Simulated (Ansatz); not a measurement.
## Phonon calculation, with input and output: MgSiH4ClF

- system: MgSiH4ClF
- method: UKS revPBE/def2-SVP (Ansatz 0.2.0)

It belongs to a series of runs on one base structure; here: vibrations at the highest image of the band. Figures and captions count atoms from 1; the log counts them from 0 in places.

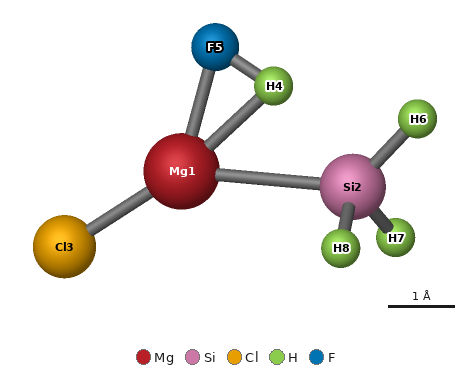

Figure 1. The structure as given in the input (ball-and-stick view, seen at a tilt; atoms are numbered from 1 in the order of the input). Sticks mark near contacts. Bond lengths as drawn: Cl–Mg 2.22 Å, F–H 1.11 Å, F–Mg 1.99 Å, H–Mg 1.98 Å, H–Si 1.51 Å and Mg–Si 2.78 Å.

Summary:

| quantity | value |
| --- | --- |
| outcome | converged |
| total energy | −28612.3369 eV |
| mean-field energy | −28612.3369 eV |
| largest force (length of the vector) | 0.035 eV/Å |
| hardware | 2 threads of Intel Xeon @ 2.50GHz (Skylake/Cascade Lake), 16 GiB of memory available, shared host |
| wall time | 2.3 min (CPU time 4.2 min) |
| peak memory | 0.16 GiB |

Input file:
```yaml
crystal:
  periodic: [false, false, false]
  atoms:
    - { symbol: Mg, position_ang: [-0.973041, -1.060009, -0.689598] }
    - { symbol: Si, position_ang: [0.905433, 0.763177, 0.235764] }
    - { symbol: Cl, position_ang: [-1.490838, -2.391692, -2.392609] }
    - { symbol: H, position_ang: [-0.804928, 0.011432, 0.971404] }
    - { symbol: F, position_ang: [-1.73937, -0.58461, 1.079769] }
    - { symbol: H, position_ang: [1.035582, 1.465246, 1.568069] }
    - { symbol: H, position_ang: [0.892478, 1.837403, -0.826941] }
    - { symbol: H, position_ang: [2.174585, -0.04095, 0.054243] }
magnetization:
  spin_polarized: true
basis:
  gaussian: { orbitals: def2-SVP }
hamiltonian:
  xc: revpbe
phonons: {}
```

Launch command:
```bash
ansatz run input.yaml --threads 2 --pin off --max-ram 3072MiB --backend cpu --events-out ev --progress --plain --runs-dir out
```

The program's output:
```
Engine: ansatz 0.2.0, x86_64-unknown-linux-gnu
Functional definition: revPBE
  parameter kappa = 1.245
  parameter beta = 0.06672455060314922
  exchange = pbe_x(kappa = kappa, mu = beta*pi^2/3)
  correlation = pbe_c(beta = beta)
950 factors; their error is unknown
mean field evaluation 1: about -28609.5459 eV, gradient 2.4e1 eV
mean field evaluation 2: about -28603.1582 eV, gradient 4.9e1 eV
mean field evaluation 4: about -28612.3760 eV, gradient 2.4e0 eV
mean field evaluation 8: about -28612.4084 eV, gradient 2.5e-2 eV
mean field evaluation 16: about -28612.3368 eV, gradient 1.3e-5 eV
mean field -28612.33684455 eV, -1051.4839848987 hartree, gradient 1.3e-5 eV, S^2 0.000000; 0 other end points of the search recorded, 0 dependent functions left out
the calculation of the forces begins
reference -28612.33690608 eV, -1051.4839871600 hartree; 28, 28 occupied and 60, 60 virtual orbitals, 950 factors
these checks for a lower state are left out or cut short: stability, starts, cluster_reference, orbital_swaps, neighbouring_geometries, increment
950 factors; their error is unknown
mean field -28612.33682245 eV, -1051.4839840867 hartree, gradient 7.4e-7 eV, S^2 0.000000; 0 other end points of the search recorded, 0 dependent functions left out
[... from here on the field's lines of each further geometry are left out, up to the last ...]
the calculation of the forces begins
reference -28612.33691629 eV, -1051.4839875351 hartree; 28, 28 occupied and 60, 60 virtual orbitals, 950 factors
these checks for a lower state are left out or cut short: stability, starts, cluster_reference, orbital_swaps, neighbouring_geometries, increment
950 factors; their error is unknown
mean field -28612.33682280 eV, -1051.4839840995 hartree, gradient 1.8e-6 eV, S^2 0.000000; 0 other end points of the search recorded, 0 dependent functions left out
the calculation of the forces begins
reference -28612.33688434 eV, -1051.4839863608 hartree; 28, 28 occupied and 60, 60 virtual orbitals, 950 factors
WARN: phonons: modes at or below zero, which the zero-point energy, F, S and C_V leave out: 1, the lowest at -425.44 cm⁻¹. A minimum has none, and a first-order saddle one
Total energy: -28612.33690608 eV, -1051.4839871600 hartree
Atom 0 at    -0.973041    -1.060009    -0.689598 Å, force    -0.004593    -0.008809    -0.003068 eV/Å
Atom 1 at     0.905433     0.763177     0.235764 Å, force     0.013197    -0.007438    -0.011845 eV/Å
Atom 2 at    -1.490838    -2.391692    -2.392609 Å, force    -0.002235    -0.003792    -0.006185 eV/Å
Atom 3 at    -0.804928     0.011432     0.971404 Å, force    -0.001838    -0.032219    -0.011286 eV/Å
Atom 4 at    -1.739370    -0.584610     1.079769 Å, force     0.009709     0.029105     0.016019 eV/Å
Atom 5 at     1.035582     1.465246     1.568069 Å, force    -0.005911     0.005863     0.002047 eV/Å
Atom 6 at     0.892478     1.837403    -0.826941 Å, force     0.005461     0.007756     0.007929 eV/Å
Atom 7 at     2.174585    -0.040950     0.054243 Å, force    -0.013791     0.009533     0.006388 eV/Å
Dipole moment:     0.077156     0.241380     0.327879 e Å
Vibrations: -425.44 66.10 83.58 114.83 211.27 288.57 293.45 354.05 535.17 700.55 840.53 870.42 898.88 903.47 1621.02 2120.84 2133.69 2139.18 cm⁻¹, zero-point energy 0.878774 eV
```

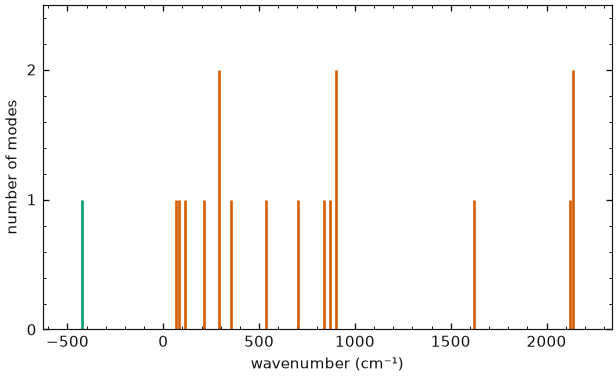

Figure 2. Harmonic vibrational wavenumbers from the force constants; neighbouring modes closer than 12 cm⁻¹ are counted in one stick, and imaginary ones are drawn at negative wavenumbers. 18 modes from 425i to 2139 cm⁻¹, 1 imaginary beyond 8i (425i cm⁻¹): a first-order saddle point, if the geometry is stationary.
